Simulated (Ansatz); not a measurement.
# InH3 (SMILES [InH3]): CCSDTQ/STO-3G

Aim: the energy change on altering one bond length of InH3 at CCSDTQ/STO-3G, from 2 runs. 

The results are computed with Ansatz 0.2.0.

29 further runs of the same task are left out: 1 that didn't finish, 28 set aside as unsound or not needed.

**1. Starting point**

InH3: 4 atoms, total charge 0, spin state singlet. As SMILES, `[InH3]`. Geometry: relaxed at PBE0-D4/def2-TZVP.

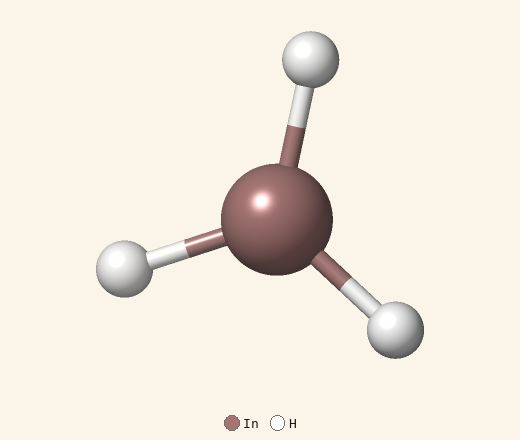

The structure, seen from a chosen angle (indium brown, hydrogen white).

**2. The energy at CCSDTQ/STO-3G**

molecule.yaml

```yaml
crystal:
  periodic: [false, false, false]
  atoms:
    - {symbol: In, position_ang: [0.013900, -0.015100, -0.005100]}
    - {symbol: H, position_ang: [0.415500, 1.516000, 0.678200]}
    - {symbol: H, position_ang: [-1.095600, -0.107300, -1.321400]}
    - {symbol: H, position_ang: [0.721800, -1.454000, 0.628000]}
basis:
  gaussian: {orbitals: STO-3G}
correlation: {method: ccsdtq, frozen_orbitals: {H: 0, In: 18}}
accuracy: high
scf: {omitted_lower_state_checks: [cluster_reference, increment]}
```

On the command line:

```sh
$ ansatz run molecule.yaml --threads 1 --pin off --max-ram 2610MiB --events-out events.jsonl --progress --plain --runs-dir runs
```

The program printed, shortened:

```text
Warning: RAYON_NUM_THREADS=1 ignored (pool sized by the plan → 1); use --threads N
Functional definition: HF
  name "HF"
[...]
526 factors; integrals over basis functions are off by at most 3.8e-9 eV
[...]
mean field -154685.35710423 eV, -5684.5820240795 hartree, gradient 1.2e-8 eV, S^2 0.000000; 0 other end points of the search recorded, 0 dependent functions left out
18 core orbitals not correlated: weight in the atoms' cores, before any rotation towards them, 1.000 or more for the frozen orbitals, at most 0.000 for the correlated occupied ones
reference -154685.35710423 eV, -5684.5820240795 hartree; 8, 8 occupied and 4, 4 virtual orbitals, 526 factors
second order -0.92557441 eV of doubles, -0.00000000 eV of singles
cycle   1  -1.22439571 eV  change   -3.0e-1 eV  update   5.1e-2
[...]
cycle  20  -1.42137889 eV  change   3.0e-10 eV  update   1.8e-9
Total energy: -154686.77848312 eV, -5684.6342587902 hartree
Checks for a lower state left out: cluster_reference, increment
```

Wall time 4.5 s (1 thread of Arm Neoverse V1, shared host); peak memory 0.13 GiB.

**3. The distorted shape**

in.yaml

```yaml
crystal:
  periodic: [false, false, false]
  atoms:
    - {symbol: In, position_ang: [0.291284, 0.007951, 0.323986]}
    - {symbol: H, position_ang: [0.692884, 1.539051, 1.007286]}
    - {symbol: H, position_ang: [-1.095600, -0.107300, -1.321400]}
    - {symbol: H, position_ang: [0.999184, -1.430949, 0.957086]}
basis:
  gaussian:
    orbitals: STO-3G
scf:
  omitted_lower_state_checks: [cluster_reference, increment]
correlation:
  method: ccsdtq
  frozen_orbitals: {H: 0, In: 18}
accuracy: high
```

On the command line:

```sh
$ ansatz run in.yaml --threads 1 --pin off --max-ram 2610MiB --events-out events.jsonl --progress --plain --runs-dir runs
```

The program printed, shortened:

```text
Warning: RAYON_NUM_THREADS=1 ignored (pool sized by the plan → 1); use --threads N
[... 2 set-up lines as earlier in the session ...]
[...]
525 factors; integrals over basis functions are off by at most 3.9e-9 eV
[...]
mean field -154683.87394930 eV, -5684.5275191413 hartree, gradient 1.7e-8 eV, S^2 0.000000; 0 other end points of the search recorded, 0 dependent functions left out
18 core orbitals not correlated: weight in the atoms' cores, before any rotation towards them, 1.000 or more for the frozen orbitals, at most 0.000 for the correlated occupied ones
reference -154683.87394930 eV, -5684.5275191413 hartree; 8, 8 occupied and 4, 4 virtual orbitals, 525 factors
second order -1.08413807 eV of doubles, -0.00000000 eV of singles
cycle   1  -1.46885272 eV  change   -3.8e-1 eV  update   6.6e-2
[...]
cycle  23  -1.75299872 eV  change   3.1e-10 eV  update   1.7e-9
Total energy: -154685.62694802 eV, -5684.5919406560 hartree
Checks for a lower state left out: cluster_reference, increment
```

Wall time 4.8 s (1 thread of Arm Neoverse V1, shared host); peak memory 0.13 GiB.

**4. Results**

Level: CCSDTQ/STO-3G, 18 core orbitals frozen.

| quantity | value |
| --- | --- |
| first shape: total energy | -5684.63426 Eh |
| first shape: correlation energy (18 core orbitals frozen) | -52.2 mEh |
| first shape: T1 diagnostic | 0.005 |
| distorted shape: total energy | -5684.59194 Eh |
| distorted shape: correlation energy (18 core orbitals frozen) | -64.4 mEh |
| distorted shape: T1 diagnostic | 0.007 |
| energy change with the In1–H3 bond stretched from 1.724 to 2.155 Å | 1.152 eV |

What this shows: With the In1–H3 bond stretched from 1.724 to 2.155 Å the energy rises by 1.15 eV (27 kcal/mol). The first shape isn't relaxed at this level, so the change isn't measured from a minimum. The minimal basis adds a large error of its own. Relativity is left out (first shape) although the molecule holds a heavy atom. Relativity is left out (distorted shape) although the molecule holds a heavy atom.
